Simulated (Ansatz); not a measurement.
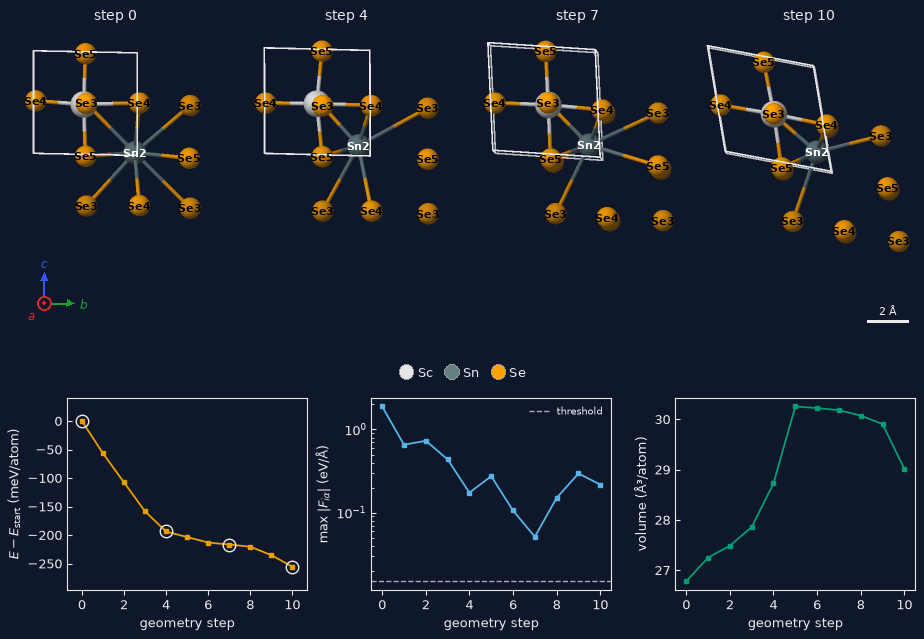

Frames of a relaxation of solid ScSnSe$_{3}$ (built on the cubic perovskite type) (coarse preliminary run), marked on the history of the run. A ball-and-stick model of the cell of the calculation, seen along the a axis.

Theory: Ansatz, DFT PBE, scalar-relativistic, plane waves, PAW. Settings: plane-wave cutoff 420 eV; k-point mesh 6 × 6 × 6; occupations gaussian; smearing width 0.1 eV; no spin polarisation; cell and atoms relaxed; force threshold 0.015 eV/Å; at most 120 steps.

**What happens along the run?**

The run was cut off at its time limit before the relaxation converged, so the last structure is only a point on the way. The atom that moves furthest relative to the cell is the Sn atom (1.12 Å along [1 −2 3]). Largest moves by element: Sn 1.12 Å, Se 0.34 Å, Sc 0.32 Å. The volume changes by +8.3 %, with a 5.126 → 5.460 Å (+6.5 %), b 5.144 → 5.344 Å (+3.9 %), c 5.083 → 5.308 Å (+4.4 %), α 91.1° → 110.2°, β 89.4° → 87.0°, γ 87.9° → 89.4°. Among the contacts that change: Se–Sn 3.876 → 6.025 Å, Se–Sn 3.812 → 5.256 Å, Se–Sn 3.655 → 5.058 Å, Se–Sn 3.527 → 4.759 Å. Among the angles between lasting bonds that change: Se–Sc–Se 86.2° → 112.7°, Se–Sc–Se 89.5° → 70.3°, Se–Sc–Se 88.0° → 69.3°. The space group stays P1 (No. 1). The energy falls by 255 meV per atom in 10 geometry steps. The largest force component goes from 1.9 to 0.22 eV/Å. The pressure goes from 2.17 to 0.13 GPa. Cost: 15 min on 1 thread of Arm Neoverse V2 (shared host), peak memory 0.71 GiB. From step 0 to 4: the Sn atom moves most (0.67 Å), volume +7.3 %, energy −194 meV per atom. From step 4 to 7: the Sn atom moves most (0.24 Å), volume +5.1 %, energy −23.0 meV per atom. From step 7 to 10: the Sn atom moves most (0.36 Å), volume −3.9 %, energy −38.8 meV per atom.
